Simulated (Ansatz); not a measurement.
These are PBE (plane waves to 420 eV, PAW; Ansatz, a program for electronic structure) values and carry that method's errors.

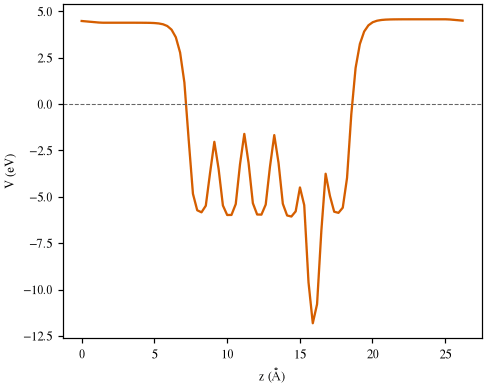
Fig. 1. Planar average of the electrostatic potential across the slab, in eV from the Fermi level, for a constructed model of the (100) surface of fcc Al, a layer of Cu in place of the second plane (bottom of the slab: a bare face, its two planes held)

Slab: 6 atoms, 10.2 Å thick at the start (thin: gaps and levels are the slab's own); k 13x13x1, smearing 0.1 eV, dipole-corrected; 2 atoms held, the rest relaxed; symmetry of the start imposed; no spin, no spin-orbit, no U. It is one candidate, not shown to be the stable structure of the face.

The vacuum level lies 4.58 eV above the Fermi level over the top face and 4.39 eV above it under the bottom face.
